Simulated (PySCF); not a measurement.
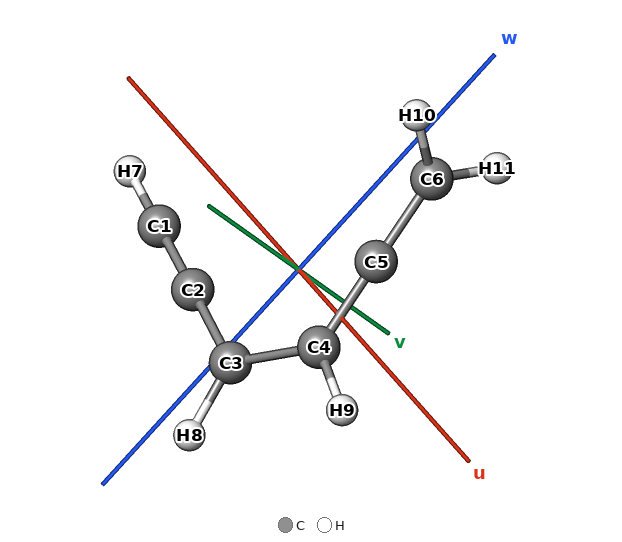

The lines u, v and w are the principal axes of the g tensor. Charge 0, doublet. The computed structure is the end point of a GFN2-xTB optimisation. No frequency run is at hand to confirm it as a minimum. Properties computed with UKS B3LYP, pcH-1 on C H, non-relativistic, mean-field spin-orbit, GIAO (PySCF 2.14.0).

### Along which axis does g lie farthest from the free-electron value?

Along u: the shift is 610 ppm.

Give the principal values and shifts.

```tsv
axis	g	shift (ppm)
u	2.00293	610
v	2.00218	−143
w	2.00235	30
```
